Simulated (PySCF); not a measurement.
# C7H11B: runs on many settings, part 2 of 2

PySCF 2.14.0. Atoms count from 0.

## Step 4: NMR shieldings: HF/pcseg-1 in tetrahydrofuran

What the job is given:

```
{"job": {"kind": "nmr", "xc": "HF", "basis": "pcseg-1", "solvent": "tetrahydrofuran", "pop": false, "scf": {"damp": 0.2}, "grid": 1}, "charge": 0, "multiplicity": 1}
B      2.660672     0.409625     0.202041
C      1.137380     0.450885     0.095272
C      0.260531     1.002100     0.959043
C     -1.133716     0.724355     0.487425
C     -1.343177    -0.792691     0.718932
C     -0.366523    -1.431376    -0.284711
C      0.273988    -0.204682    -0.971953
C     -0.916818     0.755189    -1.028990
H      3.199344     1.051555     1.019016
H      3.289678    -0.251947    -0.530638
H      0.492677     1.492247     1.888639
H     -1.920003     1.351745     0.900938
H     -1.128249    -1.071888     1.749838
H     -2.376144    -1.063330     0.500432
H     -0.892975    -2.047181    -1.013950
H      0.387303    -2.048321     0.203230
H      0.776327    -0.432318    -1.908557
H     -0.647316     1.744927    -1.396685
H     -1.762785     0.370356    -1.596784
```

Level: GIAO HF/pcseg-1 NMR shielding, non-relativistic, IEF-PCM tetrahydrofuran.

Standard output:

```text
damping 0.20 in the first 6 cycles
final grid: 68632 points
cycle   1  E = -295.9366017672  dE =  2.350e+00  |g| = 4.920e-01  |ddm| = 4.155e+00
cycle   2  E = -296.0194767340  dE = -8.287e-02  |g| = 2.026e-01  |ddm| = 6.208e-01
cycle   3  E = -296.0327301311  dE = -1.325e-02  |g| = 7.820e-02  |ddm| = 2.446e-01
cycle   4  E = -296.0350372389  dE = -2.307e-03  |g| = 3.350e-02  |ddm| = 1.093e-01
cycle   5  E = -296.0354693475  dE = -4.321e-04  |g| = 1.380e-02  |ddm| = 4.545e-02
cycle   6  E = -296.0355682134  dE = -9.887e-05  |g| = 5.044e-03  |ddm| = 2.738e-02
cycle   7  E = -296.0355809634  dE = -1.275e-05  |g| = 1.955e-03  |ddm| = 9.733e-03
cycle   8  E = -296.0355832626  dE = -2.299e-06  |g| = 1.219e-03  |ddm| = 4.531e-03
cycle   9  E = -296.0355840054  dE = -7.428e-07  |g| = 2.554e-04  |ddm| = 2.520e-03
cycle  10  E = -296.0355841090  dE = -1.036e-07  |g| = 6.896e-05  |ddm| = 1.202e-03
cycle  11  E = -296.0355841143  dE = -5.304e-09  |g| = 2.578e-05  |ddm| = 2.671e-04
cycle  12  E = -296.0355841148  dE = -5.217e-10  |g| = 6.968e-06  |ddm| = 7.734e-05
converged SCF energy = -296.0355841148

GIAO shielding tensors (ppm)
atom      isotropic    diamagn.    paramagn.     s11        s22        s33       span
  0 B       55.234     189.756    -134.522      8.009     18.183    139.509    131.500
  1 C       40.476     254.044    -213.568    -78.405      7.522    192.311    270.715
  2 C       17.406     253.807    -236.401   -116.210      1.757    166.672    282.882
  3 C      159.166     245.410     -86.243    149.319    157.709    170.472     21.152
  4 C      180.847     243.628     -62.781    169.320    178.397    194.824     25.504
  5 C      177.671     243.066     -65.394    168.827    171.239    192.948     24.121
  6 C      158.171     240.008     -81.836    146.495    158.261    169.758     23.262
  7 C      154.742     244.053     -89.311    130.152    158.646    175.427     45.275
  8 H       25.942      29.581      -3.639     21.159     27.428     29.240      8.081
  9 H       25.896      30.220      -4.325     21.067     27.227     29.393      8.326
 10 H       24.412      32.263      -7.851     23.273     24.006     25.958      2.685
 11 H       29.588      32.743      -3.155     25.489     25.946     37.329     11.840
 12 H       31.453      29.461       1.992     26.319     27.864     40.177     13.858
 13 H       30.685      30.518       0.167     25.807     27.435     38.813     13.006
 14 H       30.660      30.605       0.055     25.644     27.560     38.775     13.131
 15 H       31.448      29.633       1.815     26.523     28.133     39.686     13.164
 16 H       29.505      32.772      -3.267     25.548     25.832     37.134     11.586
 17 H       31.183      31.142       0.041     27.322     27.638     38.589     11.267
 18 H       31.295      31.970      -0.675     26.492     27.814     39.579     13.087
```

Wall time 10 s (1 thread of Arm Neoverse V1, shared host); peak memory 0.9 GiB.

Key values: σ C2 17.4, C1 40.5, C7 154.7, C6 158.2, H10 24.41, H8 25.92 ppm (means over like atoms).

## Step 5: TDDFT and polarisability: X3LYP/6-31G*

Settings changed since step 4:

```diff
@@ -1,2 +1,2 @@
-{"job": {"kind": "nmr", "xc": "HF", "basis": "pcseg-1", "solvent": "tetrahydrofuran", "pop": false, "scf": {"damp": 0.2}, "grid": 1}, "charge": 0, "multiplicity": 1}
+{"job": {"kind": "uv", "xc": "X3LYP", "basis": "6-31G*", "nstates": 6, "ntriplets": 5, "tda": false, "scf": {"conv": 1e-11}}, "charge": 0, "multiplicity": 1}
 B      2.660672     0.409625     0.202041
```

With the program's defaults for keys left out, this is: TDDFT X3LYP/6-31G*, vertical, gas phase, core orbitals frozen in the response.

Standard output:

```text
final grid: 148760 points
cycle   1  E = -297.9466664070  dE =  1.098e+00  |g| = 4.516e-01  |ddm| = 4.003e+00
cycle   2  E = -297.9169436360  dE =  2.972e-02  |g| = 5.787e-01  |ddm| = 1.297e+00
cycle   3  E = -298.0052844259  dE = -8.834e-02  |g| = 8.345e-02  |ddm| = 8.407e-01
cycle   4  E = -298.0064887062  dE = -1.204e-03  |g| = 4.580e-02  |ddm| = 1.156e-01
cycle   5  E = -298.0069825940  dE = -4.939e-04  |g| = 1.465e-02  |ddm| = 5.862e-02
cycle   6  E = -298.0070431563  dE = -6.056e-05  |g| = 3.357e-03  |ddm| = 1.888e-02
cycle   7  E = -298.0070460847  dE = -2.928e-06  |g| = 6.387e-04  |ddm| = 3.504e-03
cycle   8  E = -298.0070461889  dE = -1.042e-07  |g| = 9.205e-05  |ddm| = 8.176e-04
cycle   9  E = -298.0070461911  dE = -2.168e-09  |g| = 3.203e-05  |ddm| = 1.287e-04
cycle  10  E = -298.0070461914  dE = -2.492e-10  |g| = 1.240e-05  |ddm| = 4.601e-05
cycle  11  E = -298.0070461914  dE = -4.161e-11  |g| = 2.433e-06  |ddm| = 1.443e-05
cycle  12  E = -298.0070461914  dE = -2.274e-13  |g| = 9.931e-07  |ddm| = 4.164e-06
converged SCF energy = -298.0070461914

Static polarisability (au): isotropic 79.004, principal 61.580 76.460 98.972

Singlet excitations
state   eV       nm        f      main configurations
  1   5.0408    246.0   0.06358   H-1->L 0.78, H->L 0.19
  2   5.0598    245.0   0.16185   H->L 0.77, H-1->L 0.19
  3   5.5144    224.8   0.00152   H-2->L 0.97
  4   6.2971    196.9   0.00769   H-3->L 0.96
  5   6.5184    190.2   0.00380   H-4->L 0.86
  6   6.8889    180.0   0.04148   H-5->L 0.67, H-6->L 0.23

Triplet excitations (Tamm-Dancoff, eV): 3.1111 4.7117 5.0459 6.1576 6.2455
```

It took 28 s on 1 thread of Arm Neoverse V1, shared host; peak memory 0.68 GiB.

The orbitals next to the gap, with their largest atomic shares:

| orbital | eV | atoms |
| --- | --- | --- |
| HOMO−3 | -8.88 | C7 20 %, C6 20 %, C3 16 % |
| HOMO−2 | -8.58 | B0 31 %, H9 21 %, C2 12 % |
| HOMO−1 | -7.94 | C6 18 %, C1 18 %, B0 14 % |
| HOMO | -6.89 | C1 36 %, C2 32 %, B0 10 % |
| LUMO | -1.54 | B0 56 %, C2 31 %, C1 6 % |
| LUMO+1 | 1.93 | C1 35 %, B0 31 %, C2 17 % |
| LUMO+2 | 2.57 | H13 12 %, C4 11 %, H14 11 % |

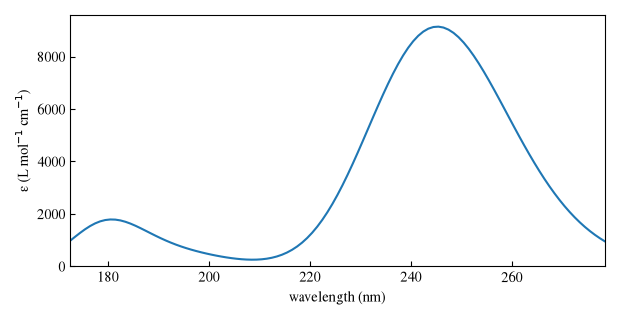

Absorption spectrum: each of the 6 states is a Gaussian band of 0.4 eV half-width at 1/e. Beyond the last state computed it falls off for lack of states.

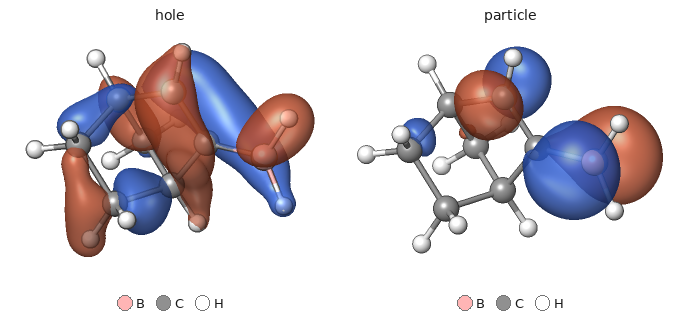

Leading natural transition orbitals of singlet state 2: the electron leaves the hole (left) for the particle orbital (right).

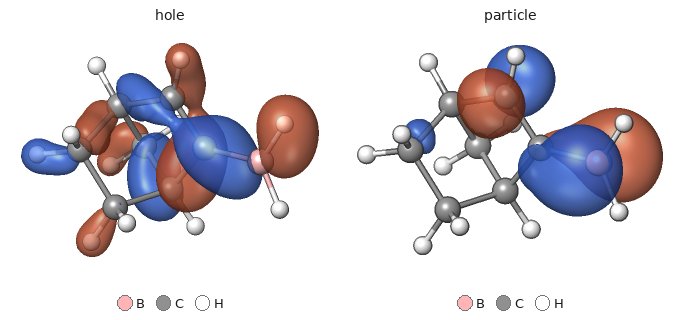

Leading natural transition orbitals of singlet state 1: the electron leaves the hole (left) for the particle orbital (right).

Ground-state properties from the same run:

| property | computed |
| --- | --- |
| dipole moment (D) | 1.89 |
| polarisability (Å³) | 11.71 |
| HOMO–LUMO gap (eV) | 5.35 |
| −ε(HOMO) (eV) | 6.89 |

## Step 6: Shielding tensors: PW91/IGLO-II

Settings changed since step 5:

```diff
@@ -1,2 +1,2 @@
-{"job": {"kind": "uv", "xc": "X3LYP", "basis": "6-31G*", "nstates": 6, "ntriplets": 5, "tda": false, "scf": {"conv": 1e-11}}, "charge": 0, "multiplicity": 1}
+{"job": {"kind": "nmr", "xc": "PW91", "basis": "IGLO-II", "pop": true, "grid": 3}, "charge": 0, "multiplicity": 1}
 B      2.660672     0.409625     0.202041
```

Level: GIAO PW91/IGLO-II NMR shielding, non-relativistic, gas phase.

Standard output:

```text
coarse grid: 15512 points
cycle   1  E = -298.0104534243  dE =  7.976e-01  |g| = 6.150e-01  |ddm| = 3.453e+00
cycle   2  E = -297.8058020432  dE =  2.047e-01  |g| = 1.076e+00  |ddm| = 1.642e+00
cycle   3  E = -298.1133903888  dE = -3.076e-01  |g| = 1.654e-01  |ddm| = 1.242e+00
cycle   4  E = -298.1172103649  dE = -3.820e-03  |g| = 1.062e-01  |ddm| = 2.097e-01
cycle   5  E = -298.1196378092  dE = -2.427e-03  |g| = 4.389e-02  |ddm| = 1.140e-01
cycle   6  E = -298.1202012873  dE = -5.635e-04  |g| = 1.045e-02  |ddm| = 4.556e-02
cycle   7  E = -298.1202304585  dE = -2.917e-05  |g| = 2.222e-03  |ddm| = 8.994e-03
cycle   8  E = -298.1202316659  dE = -1.207e-06  |g| = 5.298e-04  |ddm| = 2.590e-03
final grid: 220760 points
cycle   9  E = -298.0987533377  dE = -1.293e-04  |g| = 1.083e-02  |ddm| = 7.108e-02
cycle  10  E = -298.0986924497  dE =  6.089e-05  |g| = 1.871e-02  |ddm| = 2.593e-02
cycle  11  E = -298.0987819373  dE = -8.949e-05  |g| = 2.400e-03  |ddm| = 1.849e-02
cycle  12  E = -298.0987829798  dE = -1.042e-06  |g| = 1.485e-03  |ddm| = 3.307e-03
cycle  13  E = -298.0987836189  dE = -6.391e-07  |g| = 3.729e-04  |ddm| = 1.370e-03
cycle  14  E = -298.0987836536  dE = -3.463e-08  |g| = 6.349e-05  |ddm| = 3.158e-04
cycle  15  E = -298.0987836544  dE = -8.770e-10  |g| = 2.374e-05  |ddm| = 6.841e-05
converged SCF energy = -298.0987836544

GIAO shielding tensors (ppm)
atom      isotropic    diamagn.    paramagn.     s11        s22        s33       span
  0 B       30.000     197.063    -167.063    -21.661    -14.220    125.880    147.541
  1 C       15.355     249.276    -233.921    -87.135    -28.569    161.770    248.905
  2 C        8.586     253.609    -245.023    -86.699    -24.989    137.445    224.144
  3 C      131.501     248.454    -116.953    121.796    128.370    144.337     22.541
  4 C      157.758     244.456     -86.698    141.437    156.757    175.081     33.644
  5 C      155.565     244.306     -88.741    142.137    151.450    173.108     30.971
  6 C      130.939     245.341    -114.401    118.283    131.369    143.166     24.883
  7 C      131.094     248.979    -117.885    102.782    137.690    152.810     50.028
  8 H       25.068      30.603      -5.535     19.201     27.644     28.359      9.158
  9 H       25.041      31.202      -6.160     18.841     27.503     28.780      9.939
 10 H       24.534      31.632      -7.098     22.690     24.887     26.026      3.336
 11 H       28.837      30.677      -1.840     25.558     26.181     34.772      9.213
 12 H       31.001      29.990       1.011     26.014     28.136     38.853     12.839
 13 H       30.035      30.248      -0.213     25.493     27.747     36.867     11.374
 14 H       30.067      30.519      -0.452     25.386     27.860     36.953     11.567
 15 H       30.934      30.416       0.518     26.155     28.295     38.352     12.198
 16 H       28.662      31.334      -2.673     25.376     25.957     34.652      9.275
 17 H       30.499      31.343      -0.843     26.870     27.805     36.823      9.953
 18 H       30.752      31.924      -1.172     26.793     27.235     38.228     11.435
```

Run time: 64 s. Hardware: 1 thread of Arm Neoverse V1, shared host; peak memory 0.87 GiB.

This run: δ C2 175.2, C1 168.4, C6 52.8, C7 52.7, H10 7.53, H8 7.01 ppm (means over like atoms).

## Step 7: Comparing the runs: NMR shifts

Isotropic shieldings (ppm) of some atoms, chosen among heavy atoms and hydrogens apart, means over like atoms, with basis size and wall time:

| run | C2 | C1 | C6 | C3 | H8 | H16 | B0 | functions | time |
| --- | --- | --- | --- | --- | --- | --- | --- | --- | --- |
| CAM-B3LYP/pcSseg-1 | 2.4 | 14.0 | 135.6 | 136.8 | 24.92 | 28.65 | 26.9 | 191 | 44 s |
| X3LYP/6-31G* | 29.1 | 40.5 | 145.5 | 146.0 | 25.58 | 29.18 | 49.4 | 134 | 16 s |
| HF/pcseg-1 in tetrahydrofuran | 17.4 | 40.5 | 158.2 | 159.2 | 25.92 | 29.50 | 55.2 | 167 | 10 s |
| PW91/IGLO-II | 8.6 | 15.4 | 130.9 | 131.5 | 25.05 | 28.66 | 30.0 | 242 | 64 s |

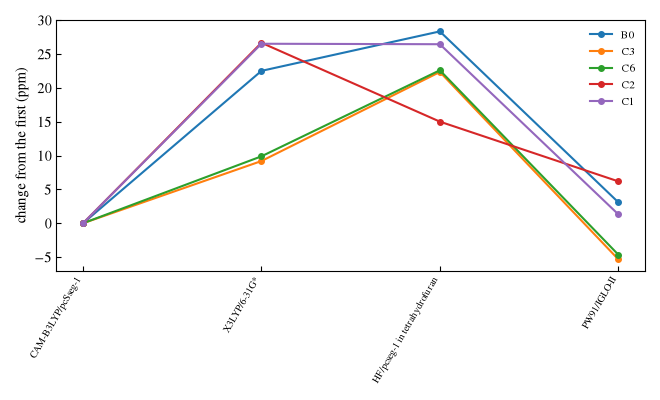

How five of the tabulated atoms move from run to run.

## Step 8: Summary of results

What follows sums up all 2 parts.

| quantity | value |
| --- | --- |
| 13C shifts against TMS (CAM-B3LYP/pcSseg-1) | 182.7, 171.1, 51.7, 49.5, 48.3, 27.7, 25.2 ppm |
| 1H shifts against TMS (CAM-B3LYP/pcSseg-1, means over atoms taken as alike) | 7.54, 6.85, 3.13, 2.92, 1.84, 1.81, 1.43, 1.10, 1.06, 1.00 ppm |
| 11B shifts against BF3·OEt2 (CAM-B3LYP/pcSseg-1) | 71.8 ppm |
| surface potential, 1st and 99th percentile | -0.53 V and 0.83 V |
| lowest singlet (X3LYP/6-31G*) | 5.04 eV (246 nm), f = 0.064 |
| brightest single state of those computed | state 2, 5.06 eV, f = 0.162 |
| lowest triplet | 3.11 eV |
| range of the shielding of B0 | 26.9 to 55.2 ppm |

**Reading.** Single values in the summary come from the first run of each kind that ended normally (CAM-B3LYP/pcSseg-1; X3LYP/6-31G*), which need not be the best level. H10 (hydrogen on an alkene CH) lies farthest downfield among hydrogen, at 7.54 ppm; attached to an sp2 carbon and in the plane of the double bond. At CAM-B3LYP/pcSseg-1, counted by nearest atom on the grid, the HOMO lies on C1 35 %; C2 27 %, the LUMO on B0 37 %; C2 23 %. The first singlet state (HOMO−1→LUMO 0.78, HOMO→LUMO 0.19) lies at 5.04 eV and is bright; of the 6 states computed, the strongest absorption comes from states 1 to 2 together at 5.06 eV. The lowest triplet lies 1.93 eV below the lowest singlet (triplets in Tamm-Dancoff, singlets in full TDDFT). Across the 4 runs the shielding of B0 moves most, between 26.9 (CAM-B3LYP/pcSseg-1) and 55.2 ppm (HF/pcseg-1 in tetrahydrofuran).
